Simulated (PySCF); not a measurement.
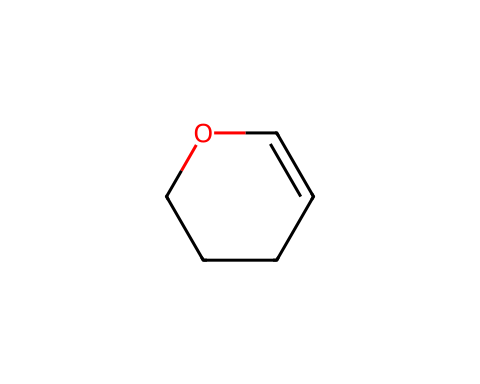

Skeletal drawing of a molecule.

Write the SMILES.

C1=COCCC1

Give the formula, hydrogens included.

C5H8O.

An optimisation with GFN2-xTB gave a structure of which point group?

C1.

The parts below concern this one geometry. Atoms keep their numbers from picture to picture. The geometry was computed by an optimisation with GFN2-xTB. No frequency run is at hand to confirm it as a minimum.

## Geometry

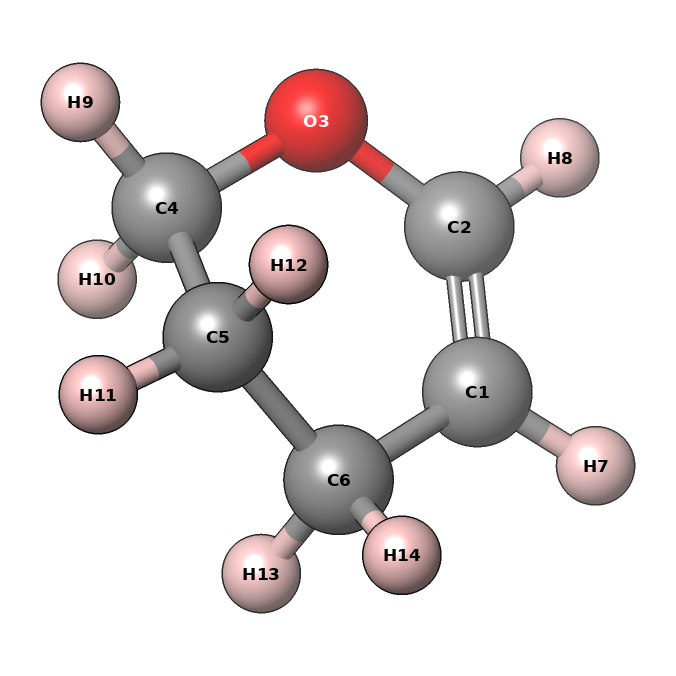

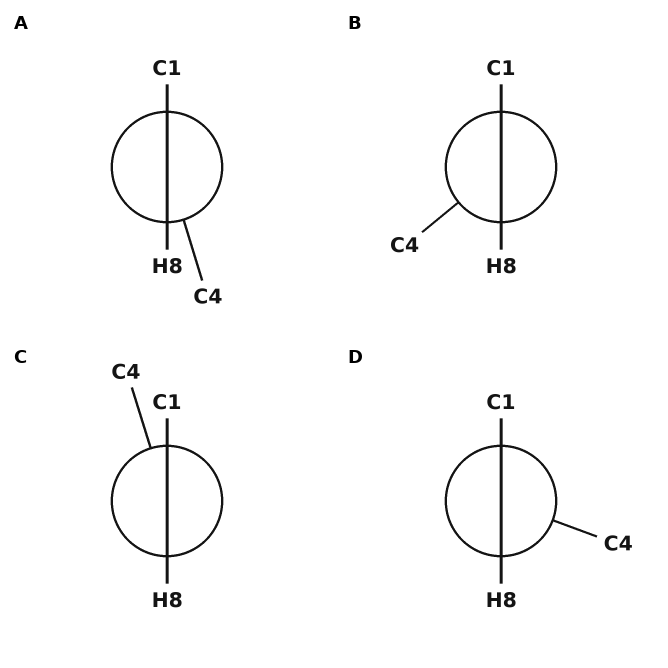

Atoms fade into the background with distance from the viewer. Bonds that would overlap in a projection are set slightly apart. No frequency run is at hand to confirm it as a minimum.

Which Newman projection shows the view along C2–O3, with C2 in front?

C. The torsion angle C1–C2–O3–C4 is −10°, synperiplanar (eclipsed).

## Dipole moment

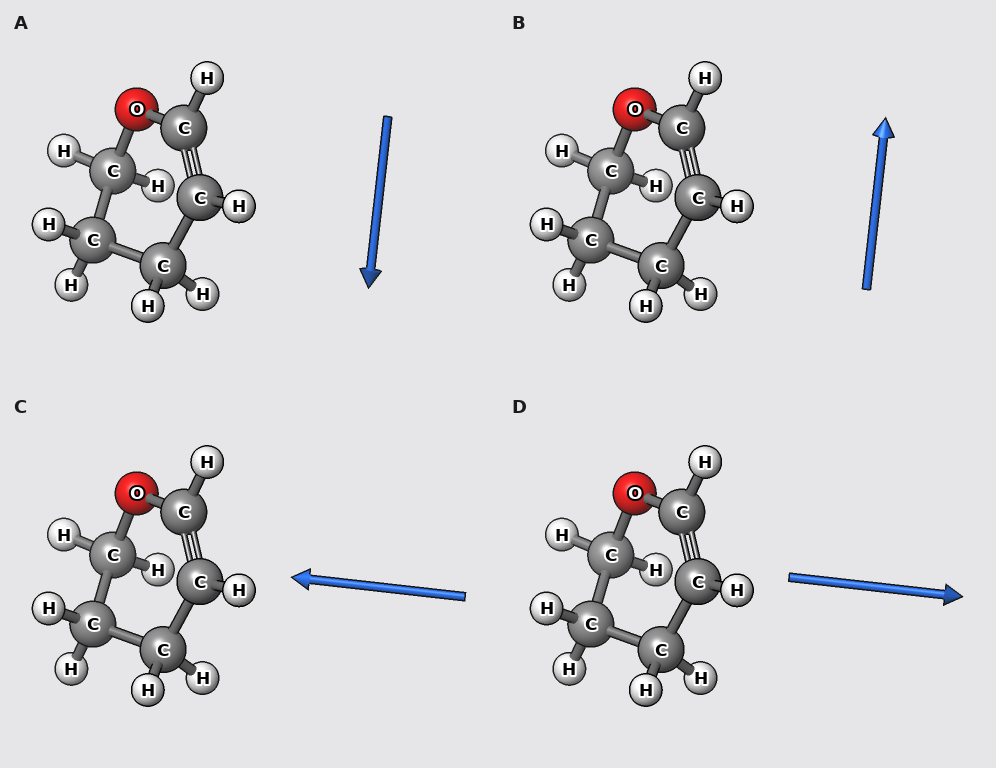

The same molecule four times, each with an arrow. No frequency run is at hand to confirm it as a minimum. Method: CAM-B3LYP/def2-SVPD, gas phase (PySCF 2.14.0).

Which arrow points along the dipole moment, from the negative to the positive end?

A. The dipole moment is 1.43 D.

## Excitation

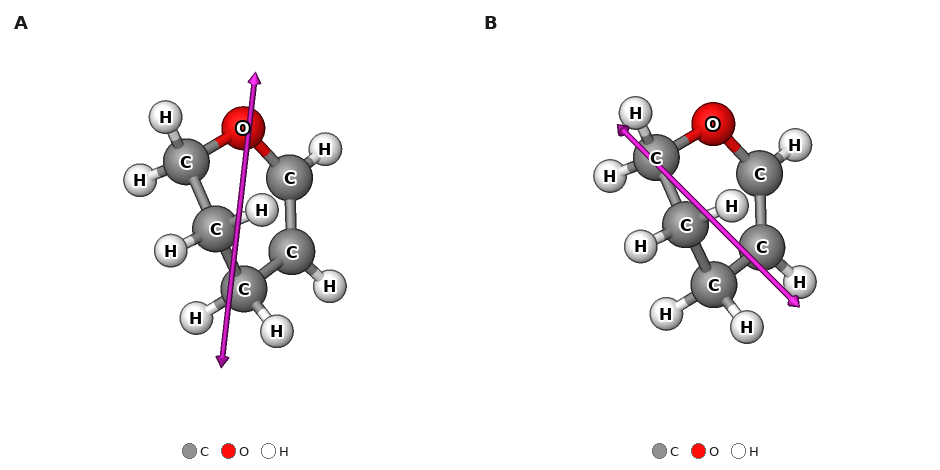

The double arrows show the directions of two transition dipoles from the ground state (lengths mean nothing). No frequency run is at hand to confirm it as a minimum. Properties computed with TDDFT CAM-B3LYP/def2-SVPD, vertical, gas phase, core orbitals frozen in the response (PySCF 2.14.0).

One belongs to singlet state 1 and one to singlet state 6. Which is which?

A: state 6, 7.72 eV (161 nm), oscillator strength 0.027, mainly HOMO → LUMO+5 (weight 0.62).
B: state 1, 6.08 eV (204 nm), oscillator strength 0.023, mainly HOMO → LUMO (weight 0.87).

## Polarisability

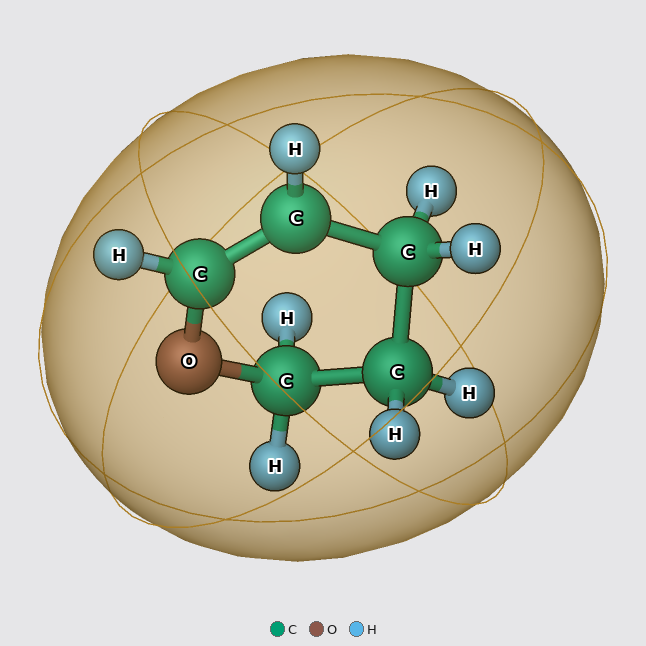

The ellipsoid shows the static dipole polarisability: its half-axes are proportional to the principal values. No frequency run is at hand to confirm it as a minimum. Computed with CAM-B3LYP/def2-SVPD (PySCF 2.14.0).

Give the principal values, the mean and the anisotropy.

Principal values 49.3, 63.4, 67.9 bohr³; mean 60.2 bohr³ (8.91 Å³); anisotropy 16.8 bohr³, so the longest axis is 1.38 times the shortest.
